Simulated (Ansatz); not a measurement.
**Geometry relaxation of CH₅BMg (part 2 of 2)**

The same run, continued: CH₅BMg, SMILES C[BH][MgH]; RKS PBE0-D4/def2-SVPD (Ansatz 0.2.0). It belongs to a series of runs on one base structure; here: end point A relaxed.

Geometry of the input (Å):
```
C  -0.2432  0.6884  -0.6187
B  0.4993  0.4546  0.7539
Mg 0.5023  -1.6418  0.9727
H  -1.3091  0.7520  -0.3555
H  -0.0046  1.6236  -1.1325
H  -0.1572  -0.1314  -1.3482
H  0.7262  1.4615  1.3268
H  -0.0137  -3.2067  0.4014
```

```
mean field -7229.02109904 eV, -265.6616253831 hartree, gradient 1.1e-5 eV, S^2 0.000000; 1 other end points of the search recorded, 0 dependent functions left out
the calculation of the forces begins
reference -7229.02114364 eV, -265.6616270223 hartree; 14, 14 occupied and 87, 87 virtual orbitals, 856 factors
Total energy: -7229.10833128 eV, -265.6648311090 hartree
Atom 0 at    -0.285871     0.955801    -0.785960 Å, force    -0.001656    -0.000890    -0.006504 eV/Å
Atom 1 at     0.302373     0.248164     0.477094 Å, force     0.001016    -0.006164     0.003581 eV/Å
Atom 2 at     0.395861    -2.014026     0.893956 Å, force    -0.000104     0.004723     0.000184 eV/Å
Atom 3 at    -1.313811     1.199125    -0.432685 Å, force    -0.002613     0.001389     0.003926 eV/Å
Atom 4 at     0.164600     1.931302    -1.030742 Å, force     0.003632     0.001469     0.000967 eV/Å
Atom 5 at    -0.411763     0.361313    -1.701065 Å, force     0.000239    -0.000839    -0.001142 eV/Å
Atom 6 at     0.669818     1.016469     1.350334 Å, force    -0.001045     0.003396    -0.000450 eV/Å
Atom 7 at     0.478804    -3.698138     1.229058 Å, force     0.000531    -0.003084    -0.000563 eV/Å
Dipole moment:    -0.069194     0.226095    -0.118119 e Å
```

Trajectory as extended XYZ (Å, eV, eV/Å), 12 frames, from step=1 to step=12
```
8
Properties=species:S:1:pos:R:3:forces:R:3 step=1 energy=-7228.74106
C    -0.2432    0.6884   -0.6187    0.5216  -0.2727  -0.1276
B     0.4993    0.4546    0.7539   -0.3714   1.0417  -0.5123
Mg    0.5023   -1.6418    0.9727   -0.1303  -1.6627   0.0008
H    -1.3091    0.7520   -0.3555   -0.3358   0.0002   0.1355
H    -0.0046    1.6236   -1.1325    0.0502   0.3051  -0.0890
H    -0.1572   -0.1314   -1.3482   -0.1728  -0.0481  -0.1263
H     0.7262    1.4615    1.3268    0.2814   0.5607   0.5320
H    -0.0137   -3.2067    0.4014    0.1571   0.0759   0.1868
8
Properties=species:S:1:pos:R:3:forces:R:3 step=2 energy=-7228.92320
C    -0.2439    0.7305   -0.6489    0.2445   0.0235  -0.0082
B     0.4587    0.4750    0.7439   -0.1627   0.2178  -0.3942
Mg    0.4697   -1.7356    0.9534   -0.0712  -0.4662   0.0665
H    -1.3137    0.8241   -0.3750   -0.1229   0.0351   0.0812
H     0.0189    1.6754   -1.1471   -0.0069   0.0826  -0.0464
H    -0.2091   -0.0849   -1.3929   -0.0297   0.0633   0.0374
H     0.7528    1.4665    1.3632    0.0508   0.0586   0.1629
H     0.0666   -3.3509    0.5034    0.0981  -0.0148   0.1008
8
Properties=species:S:1:pos:R:3:forces:R:3 step=3 energy=-7228.99427
C    -0.2464    0.7890   -0.6878    0.0959   0.0245   0.0255
B     0.4431    0.4537    0.6920   -0.1908   0.0416  -0.1614
Mg    0.4336   -1.8156    0.9825   -0.0030  -0.0128  -0.0359
H    -1.3135    0.8978   -0.3834    0.0509   0.0305   0.0339
H     0.0279    1.7486   -1.1585   -0.0171  -0.0232   0.0308
H    -0.2523   -0.0053   -1.4554    0.0113   0.1173   0.0627
H     0.7523    1.4078    1.3866   -0.0020  -0.1541  -0.0668
H     0.1554   -3.4759    0.6240    0.0548  -0.0237   0.1112
8
Properties=species:S:1:pos:R:3:forces:R:3 step=4 energy=-7229.03903
C    -0.2551    0.8405   -0.7164   -0.0046   0.0270   0.0802
B     0.3891    0.4129    0.6547    0.0999   0.0927  -0.1767
Mg    0.4234   -1.8633    0.9613   -0.0716  -0.0733   0.0018
H    -1.3195    0.9636   -0.4029    0.0424   0.0180  -0.0240
H     0.0452    1.8156   -1.1387   -0.0029  -0.0689   0.0678
H    -0.2784    0.0805   -1.5154   -0.0128   0.1057   0.0416
H     0.7639    1.3228    1.3820   -0.1140  -0.1717  -0.0739
H     0.2315   -3.5726    0.7755    0.0637   0.0704   0.0833
8
Properties=species:S:1:pos:R:3:forces:R:3 step=5 energy=-7229.07240
C    -0.2592    0.8878   -0.7445    0.0734  -0.0178  -0.0151
B     0.3977    0.3636    0.5828   -0.1883   0.1367  -0.0041
Mg    0.3762   -1.9069    0.9427    0.0786  -0.1951  -0.0133
H    -1.3150    1.0108   -0.4031    0.0564   0.0168  -0.0038
H     0.0545    1.8836   -1.1059   -0.0188  -0.0927   0.0565
H    -0.3092    0.1798   -1.5889   -0.0025   0.1249   0.0516
H     0.7391    1.2285    1.3799    0.0001  -0.1523  -0.1271
H     0.3157   -3.6472    0.9370    0.0012   0.1795   0.0553
8
Properties=species:S:1:pos:R:3:forces:R:3 step=6 energy=-7229.07673
C    -0.2827    0.9132   -0.7843    0.0261   0.5217  -0.0237
B     0.3330    0.3065    0.5060    0.0919  -0.5864   0.2525
Mg    0.4042   -1.9626    0.9391   -0.0160   0.2294  -0.1025
H    -1.3230    1.1077   -0.4288    0.0502   0.0413  -0.0245
H     0.1303    1.9087   -1.0307   -0.1471  -0.0552  -0.1156
H    -0.3879    0.3096   -1.6994    0.0878  -0.0487   0.1764
H     0.7187    1.0644    1.3834   -0.1091   0.1418  -0.2337
H     0.4073   -3.6475    1.1147    0.0164  -0.2439   0.0711
8
Properties=species:S:1:pos:R:3:forces:R:3 step=7 energy=-7229.10475
C    -0.2795    0.9515   -0.7842   -0.0344   0.0645  -0.0213
B     0.3135    0.2678    0.4917    0.0992  -0.0321  -0.0390
Mg    0.3992   -2.0121    0.8922   -0.0294   0.0524   0.0284
H    -1.3206    1.1452   -0.4312    0.0317   0.0115  -0.0201
H     0.1298    1.9495   -1.0255   -0.0402  -0.1143   0.0102
H    -0.3851    0.3521   -1.7030    0.0291   0.0493   0.1068
H     0.7014    1.0523    1.3470   -0.0670  -0.0775  -0.0477
H     0.4413   -3.7063    1.2130    0.0110   0.0461  -0.0172
8
Properties=species:S:1:pos:R:3:forces:R:3 step=8 energy=-7229.10761
C    -0.2794    0.9518   -0.7829   -0.0346   0.0154  -0.0603
B     0.3171    0.2589    0.4828    0.0088   0.0273   0.0514
Mg    0.3888   -2.0032    0.9025    0.0113  -0.0209  -0.0060
H    -1.3166    1.1576   -0.4278    0.0270   0.0066  -0.0040
H     0.1389    1.9418   -1.0305   -0.0101  -0.0347   0.0131
H    -0.3915    0.3516   -1.6975    0.0070   0.0194   0.0228
H     0.6878    1.0382    1.3471   -0.0072  -0.0345  -0.0207
H     0.4549   -3.6967    1.2063   -0.0021   0.0213   0.0037
8
Properties=species:S:1:pos:R:3:forces:R:3 step=9 energy=-7229.10810
C    -0.2820    0.9562   -0.7866   -0.0183  -0.0021   0.0020
B     0.3088    0.2503    0.4762    0.0015   0.0143   0.0012
Mg    0.3900   -2.0108    0.8961    0.0060  -0.0095  -0.0009
H    -1.3149    1.1761   -0.4296    0.0102   0.0076  -0.0017
H     0.1501    1.9411   -1.0272    0.0001  -0.0085   0.0037
H    -0.4017    0.3639   -1.7042    0.0072  -0.0003   0.0043
H     0.6802    1.0199    1.3475   -0.0048  -0.0069  -0.0082
H     0.4696   -3.6967    1.2276   -0.0020   0.0055  -0.0003
8
Properties=species:S:1:pos:R:3:forces:R:3 step=10 energy=-7229.10802 accepted=F
C    -0.2837    0.9547   -0.7842   -0.0027  -0.0062  -0.0398
B     0.3076    0.2504    0.4792    0.0039   0.0192   0.0239
Mg    0.3936   -2.0121    0.8959    0.0042   0.0029  -0.0011
H    -1.3144    1.1876   -0.4357   -0.0371   0.0023   0.0344
H     0.1533    1.9352   -1.0306    0.0299   0.0145   0.0057
H    -0.4061    0.3610   -1.7004    0.0126  -0.0129   0.0010
H     0.6778    1.0212    1.3512   -0.0103  -0.0196  -0.0244
H     0.4719   -3.6980    1.2247   -0.0005  -0.0001   0.0004
8
Properties=species:S:1:pos:R:3:forces:R:3 step=11 energy=-7229.10820
C    -0.2836    0.9558   -0.7859   -0.0098  -0.0006  -0.0070
B     0.3073    0.2500    0.4765    0.0050  -0.0001   0.0055
Mg    0.3934   -2.0116    0.8950    0.0013   0.0001  -0.0006
H    -1.3152    1.1823   -0.4308    0.0011   0.0039   0.0004
H     0.1534    1.9380   -1.0276    0.0043   0.0006   0.0015
H    -0.4034    0.3627   -1.7029    0.0004  -0.0017   0.0008
H     0.6777    1.0192    1.3478   -0.0028  -0.0004  -0.0008
H     0.4705   -3.6965    1.2279    0.0004  -0.0018   0.0002
8
Properties=species:S:1:pos:R:3:forces:R:3 step=12 energy=-7229.10829
C    -0.2859    0.9558   -0.7860   -0.0017  -0.0009  -0.0065
B     0.3024    0.2482    0.4771    0.0010  -0.0062   0.0036
Mg    0.3959   -2.0140    0.8940   -0.0001   0.0047   0.0002
H    -1.3138    1.1991   -0.4327   -0.0026   0.0014   0.0039
H     0.1646    1.9313   -1.0307    0.0036   0.0015   0.0010
H    -0.4118    0.3613   -1.7011    0.0002  -0.0008  -0.0011
H     0.6698    1.0165    1.3503   -0.0010   0.0034  -0.0004
H     0.4788   -3.6981    1.2291    0.0005  -0.0031  -0.0006
```

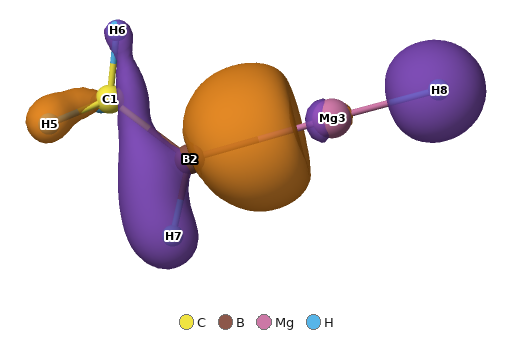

**Figure 1.** The HOMO at ±0.15 Å⁻³ᐟ² (orange and purple are the two phases), seen face on. It lies mainly on B2 (40 %), Mg3 (25 %) and H8 (15 %). Its energy is −6.07 eV.

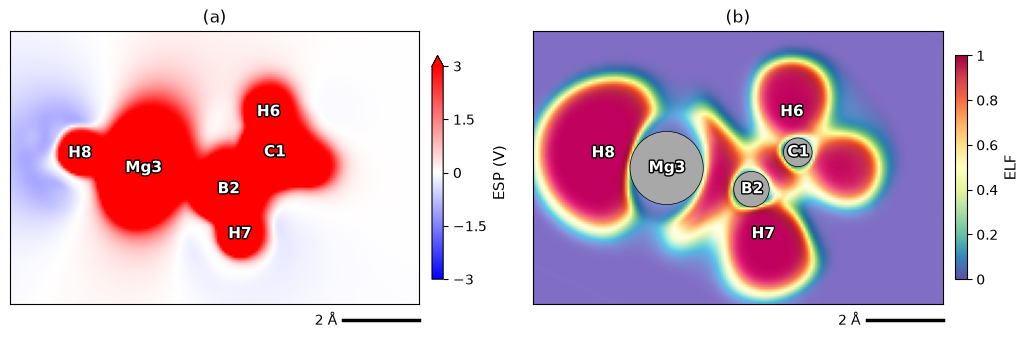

**Figure 2.** (a) molecular electrostatic potential; (b) electron localisation function on the plane of atoms Mg3, B2 and H7. Grey discs, where drawn, cover atomic cores. The section cuts through C, B, Mg and H sites. C–B (1.56 Å): the ELF peaks at about 0.95 between the atoms (a shared electron pair). Mg–B (2.30 Å): the ELF peaks at about 1 in the valence shell of B, 0.9 Å from its nucleus, and is about 0.90 at the midpoint. C–H (1.10 Å): the ELF climbs to about 1 towards the hydrogen, as it does in any bond to H; a covalent bond by its length. Mg–H (1.72 Å): the ELF climbs to about 1 towards the hydrogen.
